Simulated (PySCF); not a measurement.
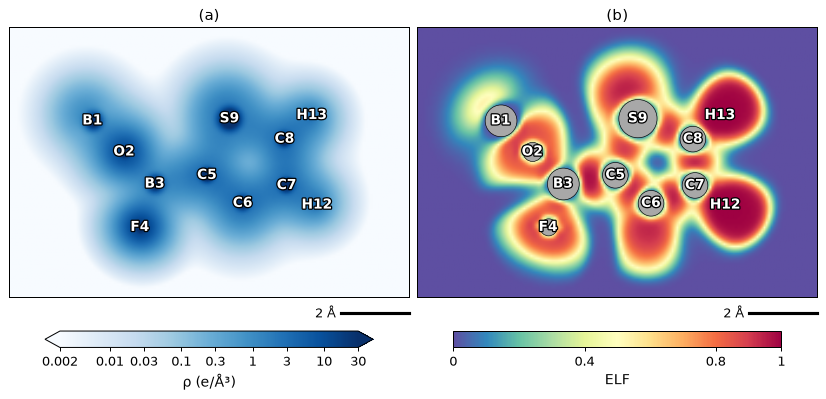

*C$_{4}$H$_{4}$B$_{2}$FOS (SMILES BOB(F)c1[c]ccs1) (doublet). (a) electron density; (b) ELF on the plane of atoms O2, B3 and F4. Grey discs cover the atomic cores in the ELF map.*

Geometry: GFN2-xTB.

All numbers below come from UKS B3LYP, pcH-1 on B C F H O S, non-relativistic, mean-field spin-orbit, GIAO (PySCF).

```tsv
atom	x (Å)	y (Å)	z (Å)
B	3.1217	0.1605	0.7803
O	2.1116	-0.1763	0.0299
B	1.1230	-0.5308	-0.7469
F	1.4278	-1.2037	-1.8729
C	-0.3686	-0.2260	-0.4551
C	-1.4908	-0.5041	-1.1210
C	-2.7215	-0.0955	-0.6070
C	-2.5265	0.5616	0.5720
S	-0.8648	0.6644	1.0203
H	3.6464	1.2011	0.6057
H	3.4808	-0.5770	1.6263
H	-3.6764	-0.2706	-1.0644
H	-3.2671	0.9967	1.2152
```

**Interpret the plot.**

Atoms in the plane: B, O, F, C, S and H.
B–O (1.30 Å): ρ is about 2.3 e/Å³ halfway; the ELF peaks at about 0.90 between the atoms (a short, strongly polar bond).
C–C (1.33 Å): the density is about 2.3 e/Å³ at the midpoint; the ELF peaks at about 0.90 between the atoms; a short, multiple covalent bond.
B–F (1.35 Å): ρ at the midpoint is about 2.1 e/Å³; the ELF peaks at about 0.85 between the atoms (a shared but strongly polarised pair).
C–B (1.55 Å): ρ at the midpoint is about 1.5 e/Å³; the ELF peaks at about 1 between the atoms, as expected for a covalent bond.
C–S (1.72 Å): the density is about 1.4 e/Å³ at the midpoint; the ELF peaks at about 0.90 between the atoms; a covalent bond.
The ELF also peaks beside F4, C6 and S9, away from the bonds: non-bonding electrons, paired or unpaired.
